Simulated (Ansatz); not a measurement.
# NH3O (singlet): correlated methods under varied settings at a displaced geometry (v1)

Aim: run NH3O (singlet) at one geometry under a spread of methods and options, and see what each costs and gives.

The runs use Ansatz 0.2.0, Gaussian basis; the settings change from run to run.

11 further runs of the same task are left out: 2 for a mislabelled method, 4 that didn't finish, 5 set aside as unsound or not needed.

## (1) What is computed

The geometry is a PBE0/def2-TZVP stationary point (not a proven minimum) with its atoms shifted at random (size 0.040 Å).

5 atoms, charge 0, spin multiplicity 1.

Atoms are counted from 1 here; the program's logs count them from 0.

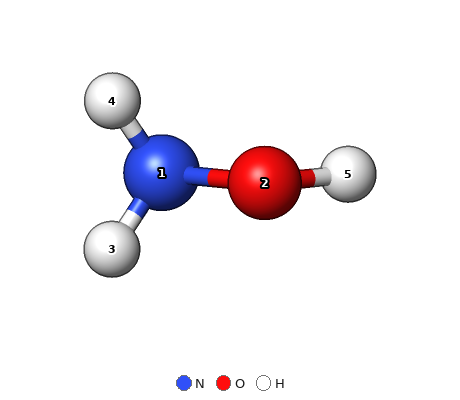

The geometry (nitrogen blue, oxygen red, hydrogen white); atoms are numbered from 1 in the order of the file.

## (2) BCCD on UHF/cc-pVDZ

Input file in.yaml:

```yaml
crystal:
  periodic: [false, false, false]
  atoms:
    - {symbol: N, position_ang: [-0.150345, 0.007206, 0.716923]}
    - {symbol: O, position_ang: [0.141343, -0.008934, -0.686341]}
    - {symbol: H, position_ang: [0.388511, -0.761034, 1.026831]}
    - {symbol: H, position_ang: [0.285728, 0.798973, 1.056633]}
    - {symbol: H, position_ang: [-0.828583, 0.003737, -1.151540]}
basis:
  gaussian: {orbitals: cc-pVDZ}
magnetization: {spin_polarized: true, initial_magnetization: 0}
correlation: {method: bccd, electrons: all, diis_vectors: 2}
scf: {lower_state_search: full}
output: {forces: true}
```

Run with:

```console
$ ansatz run in.yaml --threads 1 --pin off --events-out ev --progress --plain --max-ram 2176MiB
```

Standard output (excerpt; [...] marks lines left out):

```text
Functional definition: HF
  name "HF"
  cite "Fock, Z. Phys. 61, 126 (1930) doi:10.1007/BF01340294"
  parent pbe
[...]
394 factors; integrals over basis functions are off by at most 1.6e-3 eV
[...]
mean field -3564.17265315 eV, -130.9809291203 hartree, gradient 4.8e-6 eV, S^2 0.000000; 0 other end points of the search recorded, 0 dependent functions left out
reference -3564.17265315 eV, -130.9809291203 hartree; 9, 9 occupied and 34, 34 virtual orbitals, 394 factors
second order -10.15967066 eV of doubles, -0.00000000 eV of singles
cycle   1  -10.38390570 eV  change   -2.2e-1 eV  update   5.7e-2
[...]
cycle  13  -10.66610404 eV  change   -9.9e-7 eV  update   1.9e-6
[...]
Total energy: -3574.83875720 eV, -131.3729012142 hartree
Atom 0 at    -0.150345     0.007206     0.716923 Å, force    -2.454664    -1.524605    -1.578885 eV/Å
Atom 1 at     0.141343    -0.008934    -0.686341 Å, force    -3.361095     0.300684    -2.025377 eV/Å
Atom 2 at     0.388511    -0.761034     1.026831 Å, force     0.869920    -1.270049     0.821417 eV/Å
Atom 3 at     0.285728     0.798973     1.056633 Å, force     1.475306     2.539840     0.931784 eV/Å
Atom 4 at    -0.828583     0.003737    -1.151540 Å, force     3.470533    -0.045870     1.851061 eV/Å
Dipole moment:    -0.016640     0.023407     0.105911 e Å
```

Wall time 5.5 s (1 thread of Arm Neoverse V1, shared host).

From the report: ⟨S²⟩ of the determinant 0.000 (pure singlet: 0.00); correlation -10.6661 eV; largest double amplitude 0.05.

## (3) MRCISD+Q(relaxed)(2,2)/6-31G

in.yaml, as its differences from that of step 2:

```diff
@@ -9,6 +9,5 @@
 basis:
-  gaussian: {orbitals: cc-pVDZ}
-magnetization: {spin_polarized: true, initial_magnetization: 0}
-correlation: {method: bccd, electrons: all, diis_vectors: 2}
+  gaussian: {orbitals: 6-31G}
+hamiltonian: {pseudopotentials: {relativity: scalar}}
+correlation: {method: fic_mrcisd_q_relaxed, electrons: valence, active_space: {window: {electrons: 2, orbitals: 2}}}
 scf: {lower_state_search: full}
-output: {forces: true}
```

Launched as before.

Standard output (excerpt; [...] marks lines left out):

```text
Functional definition: HF
  name "HF"
  cite "Fock, Z. Phys. 61, 126 (1930) doi:10.1007/BF01340294"
  parent pbe
[...]
306 factors; integrals over basis functions are off by at most 2.6e-4 eV
[...]
mean field -3564.30330635 eV, -130.9857305368 hartree, gradient 9.9e-7 eV, S^2 0.000000; 0 other end points of the search recorded, 0 dependent functions left out
reference -3564.30330635 eV, -130.9857305368 hartree; 9, 9 occupied and 15, 15 virtual orbitals, 306 factors
state -3565.18040528 eV, -131.0179633279 hartree
contracted CI cycle   1: correlation 0.00000000 eV, 0.0000000000 hartree, residual 2.24e1 eV
contracted CI cycle   2: correlation -5.42852834 eV, -0.1994947369 hartree, residual 4.24e0 eV
contracted CI cycle   3: correlation -5.65624412 eV, -0.2078631375 hartree, residual 1.49e0 eV
contracted CI cycle   4: correlation -5.68669104 eV, -0.2089820411 hartree, residual 3.64e-1 eV
[...]
contracted CI cycle   2: correlation -5.51239450 eV, -0.2025767615 hartree, residual 4.19e0 eV
contracted CI cycle   3: correlation -5.74267987 eV, -0.2110395925 hartree, residual 1.37e0 eV
contracted CI cycle   4: correlation -5.76796802 eV, -0.2119689150 hartree, residual 3.83e-1 eV
contracted CI cycle   5: correlation -5.77019348 eV, -0.2120506993 hartree, residual 1.13e-1 eV
contracted CI cycle   6: correlation -5.77039891 eV, -0.2120582487 hartree, residual 3.59e-2 eV
contracted CI cycle   7: correlation -5.77042184 eV, -0.2120590915 hartree, residual 1.34e-2 eV
contracted CI cycle   8: correlation -5.77042494 eV, -0.2120592052 hartree, residual 5.16e-3 eV
contracted CI cycle   9: correlation -5.77042536 eV, -0.2120592208 hartree, residual 1.84e-3 eV
state -3565.06773144 eV, -131.0138226408 hartree; corrected -3571.26548077 eV, -131.2415857276 hartree
state -3565.18040528 eV, -131.0179633279 hartree; corrected -3571.28307958 eV, -131.2422324719 hartree
Total energy: -3571.28307958 eV, -131.2422324719 hartree
Relativity: scalar
```

It took 0.48 s on 1 thread of Arm Neoverse V1, shared host.

From the report: 4 determinants; active occupations 1.95, 0.05.

## (4) CASSCF(4,6)/cc-pVDZ

Input file in.yaml:

```yaml
crystal:
  periodic: [false, false, false]
  atoms:
    - {symbol: N, position_ang: [-0.150345, 0.007206, 0.716923]}
    - {symbol: O, position_ang: [0.141343, -0.008934, -0.686341]}
    - {symbol: H, position_ang: [0.388511, -0.761034, 1.026831]}
    - {symbol: H, position_ang: [0.285728, 0.798973, 1.056633]}
    - {symbol: H, position_ang: [-0.828583, 0.003737, -1.151540]}
basis:
  gaussian: {orbitals: cc-pVDZ, point_charges: [{charge: -0.50, position_ang: [3.706, -0.223, 0.662]}]}
correlation: {active_space: {window: {electrons: 4, orbitals: 6}}}
scf: {lower_state_search: off}
output: {forces: true}
```

The command is unchanged.

Standard output (excerpt; [...] marks lines left out):

```text
Functional definition: HF
  name "HF"
  cite "Fock, Z. Phys. 61, 126 (1930) doi:10.1007/BF01340294"
  parent pbe
[...]
394 factors; integrals over basis functions are off by at most 1.6e-3 eV
[...]
mean field -3564.18901093 eV, -130.9815302576 hartree, gradient 1.8e-6 eV, S^2 0.000000; 0 other end points of the search recorded, 0 dependent functions left out
reference -3564.18901093 eV, -130.9815302576 hartree; 9, 9 occupied and 34, 34 virtual orbitals, 394 factors
state -3566.31659588 eV, -131.0597175623 hartree
[...]
Total energy: -3566.31659588 eV, -131.0597175623 hartree
Atom 0 at    -0.150345     0.007206     0.716923 Å, force    -1.833006    -1.517219    -0.489038 eV/Å
Atom 1 at     0.141343    -0.008934    -0.686341 Å, force    -3.206017     0.316526    -2.517809 eV/Å
Atom 2 at     0.388511    -0.761034     1.026831 Å, force     0.539787    -0.634079     0.548031 eV/Å
Atom 3 at     0.285728     0.798973     1.056633 Å, force     1.208042     1.878930     0.603560 eV/Å
Atom 4 at    -0.828583     0.003737    -1.151540 Å, force     3.320974    -0.041717     1.787491 eV/Å
Dipole moment:     0.045312     0.018687     0.148725 e Å
Checks for a lower state left out: stability, starts, cluster_reference, orbital_swaps, neighbouring_geometries, increment
```

Run time: 0.51 s. Hardware: 1 thread of Arm Neoverse V1, shared host.

From the report: 225 determinants; active occupations 1.96, 1.96, 0.04, 0.03, 0.00, 0.00.

## (5) CCSD(T)/6-31++G**

in.yaml, as its differences from that of step 4:

```diff
@@ -9,5 +9,6 @@
 basis:
-  gaussian: {orbitals: cc-pVDZ, point_charges: [{charge: -0.50, position_ang: [3.706, -0.223, 0.662]}]}
-correlation: {active_space: {window: {electrons: 4, orbitals: 6}}}
-scf: {lower_state_search: off}
-output: {forces: true}
+  gaussian: {orbitals: "6-31++G**"}
+magnetization: {spin_polarized: false}
+hamiltonian: {xc: {name: r2SCAN}}
+correlation: {method: ccsd_t, electrons: valence, diis_vectors: 12}
+accuracy: high
```

Same command.

Standard output (excerpt; [...] marks lines left out):

```text
Functional definition: r2SCAN
  name "r2SCAN"
  cite "Furness, Kaplan, Ning, Perdew & Sun, J. Phys. Chem. Lett. 11, 8208 (2020) doi:10.1021/acs.jpclett.0c02405"
  cite "Furness, Kaplan, Ning, Perdew & Sun, J. Phys. Chem. Lett. 11, 9248 (2020) doi:10.1021/acs.jpclett.0c03077"
  parent r2scan
[...]
1169 factors; integrals over basis functions are off by at most 3.6e-9 eV
[...]
mean field -3582.15688548 eV, -131.6418374684 hartree, gradient 3.5e-8 eV, S^2 0.000000; 0 other end points of the search recorded, 0 dependent functions left out
2 core orbitals not correlated: weight in the atoms' cores, before any rotation towards them, 1.000 or more for the frozen orbitals, at most 0.000 for the correlated occupied ones
reference -3563.90759164 eV, -130.9711882893 hartree; 7, 7 occupied and 47, 47 virtual orbitals, 1169 factors
second order -10.53472834 eV of doubles, -0.22793580 eV of singles
cycle   1  -10.58276564 eV  change    1.8e-1 eV  update   7.0e-2
[...]
cycle  21  -10.91414343 eV  change  -4.2e-10 eV  update   1.0e-9
perturbative correction -0.28726797 eV, -0.0105569032 hartree
Total energy: -3575.10900304 eV, -131.3828325657 hartree
```

Wall time 7.5 s (1 thread of Arm Neoverse V1, shared host).

From the report: correlation -11.2014 eV; T1 0.008; largest double amplitude 0.04. The orbitals are Kohn-Sham ones, so correlation energy and T1 don't compare with those on Hartree-Fock orbitals.

## (6) CISD/def2-SVPD

in.yaml, as its differences from that of step 5:

```diff
@@ -9,6 +9,3 @@
 basis:
-  gaussian: {orbitals: "6-31++G**"}
-magnetization: {spin_polarized: false}
-hamiltonian: {xc: {name: r2SCAN}}
-correlation: {method: ccsd_t, electrons: valence, diis_vectors: 12}
-accuracy: high
+  gaussian: {orbitals: def2-SVPD, fitting: {mean_field: def2-universal-jkfit}}
+correlation: {active_space: {ras: {orbitals: [7, 0, 58], electrons: 14, max_holes: 2, max_particles: 2}, fixed_orbitals: true}}
```

The command is unchanged.

Standard output:

```text
Functional definition: HF
  name "HF"
  cite "Fock, Z. Phys. 61, 126 (1930) doi:10.1007/BF01340294"
  parent pbe
  exchange = exact_x
  correlation = 0
208 factors; integrals over basis functions are off by at most 2.5e-1 eV
mean field evaluation 1: about -3560.1597 eV, gradient 2.4e1 eV
mean field evaluation 2: about -3561.1779 eV, gradient 1.2e1 eV
mean field evaluation 4: about -3561.4334 eV, gradient 7.7e-1 eV
mean field -3561.43556446 eV, -130.8803429662 hartree, gradient 2.7e-6 eV, S^2 0.000000; 0 other end points of the search recorded, 0 dependent functions left out
reference -3561.43556446 eV, -130.8803429662 hartree; 9, 9 occupied and 58, 58 virtual orbitals, 208 factors
state -3571.59280307 eV, -131.2536146003 hartree
Total energy: -3571.59280307 eV, -131.2536146003 hartree
```

Wall time 6 s (1 thread of Arm Neoverse V1, shared host); peak memory 0.27 GiB.

From the report: 235,075 determinants.

## (7) CCSDT(Q)/B on RHF/STO-3G

in.yaml, as its differences from that of step 6:

```diff
@@ -9,3 +9,5 @@
 basis:
-  gaussian: {orbitals: def2-SVPD, fitting: {mean_field: def2-universal-jkfit}}
-correlation: {active_space: {ras: {orbitals: [7, 0, 58], electrons: 14, max_holes: 2, max_particles: 2}, fixed_orbitals: true}}
+  gaussian: {orbitals: STO-3G}
+magnetization: {spin_polarized: false}
+correlation: {method: ccsdt_q_b, electrons: valence}
+output: {forces: true}
```

The command is unchanged.

Standard output (excerpt; [...] marks lines left out):

```text
Functional definition: HF
  name "HF"
  cite "Fock, Z. Phys. 61, 126 (1930) doi:10.1007/BF01340294"
  parent pbe
[...]
207 factors; integrals over basis functions are off by at most 2.4e-8 eV
[...]
mean field -3516.95919200 eV, -129.2458664254 hartree, gradient 1.8e-6 eV, S^2 0.000000; 0 other end points of the search recorded, 0 dependent functions left out
2 core orbitals not correlated: weight in the atoms' cores, before any rotation towards them, 1.000 or more for the frozen orbitals, at most 0.000 for the correlated occupied ones
reference -3516.95919200 eV, -129.2458664254 hartree; 7, 7 occupied and 4, 4 virtual orbitals, 207 factors
second order -2.31464825 eV of doubles, -0.00000000 eV of singles
cycle   1  -2.87091171 eV  change   -5.6e-1 eV  update   5.5e-2
[...]
cycle  11  -3.17933704 eV  change    5.5e-7 eV  update   9.7e-7
perturbative correction -0.00290936 eV, -0.0001069169 hartree
[...]
Total energy: -3520.14143839 eV, -129.3628118234 hartree
Atom 0 at    -0.150345     0.007206     0.716923 Å, force    -6.252563    -1.975578    -2.004528 eV/Å
Atom 1 at     0.141343    -0.008934    -0.686341 Å, force    -0.601518     0.259142    -3.299561 eV/Å
Atom 2 at     0.388511    -0.761034     1.026831 Å, force     2.514759    -3.282843     1.927015 eV/Å
Atom 3 at     0.285728     0.798973     1.056633 Å, force     3.051499     5.001718     2.215115 eV/Å
Atom 4 at    -0.828583     0.003737    -1.151540 Å, force     1.287823    -0.002440     1.161960 eV/Å
Dipole moment:     0.090242     0.025287     0.053699 e Å
```

Run time: 11 s. Hardware: 1 thread of Arm Neoverse V1, shared host; peak memory 0.28 GiB.

From the report: correlation -3.1822 eV; T1 0.007; largest double amplitude 0.08.

## (8) The runs in one table

| level | correlated | functions | energy (eV) | time |
| --- | --- | --- | --- | --- |
| BCCD on UHF/cc-pVDZ | all | 43 | -3574.8388 | 5.5 s |
| MRCISD+Q(relaxed)(2,2)/6-31G (relativity set) | valence | 24 | -3571.2831 | 0.48 s |
| CASSCF(4,6)/cc-pVDZ (beside a point charge) |  | 43 | -3566.3166 | 0.51 s |
| CCSD(T)/6-31++G** (on r2SCAN orbitals) | valence | 56 | -3575.1090 | 7.5 s |
| CISD/def2-SVPD | outside noble gas | 67 | -3571.5928 | 6 s |
| CCSDT(Q)/B on RHF/STO-3G | valence | 13 | -3520.1414 | 11 s |

## (9) What came out

```
quantity                                                  value
    runs                                                      6
quickest  MRCISD+Q(relaxed)(2,2)/6-31G (relativity set), 0.48 s
 slowest                         CCSDT(Q)/B on RHF/STO-3G, 11 s
```

Total energies in different bases, with other cores or another treatment of relativity can't be set against each other. CCSDT(Q)/B on RHF/STO-3G took 22 times as long as MRCISD+Q(relaxed)(2,2)/6-31G (relativity set); the jobs differ in more than the method.
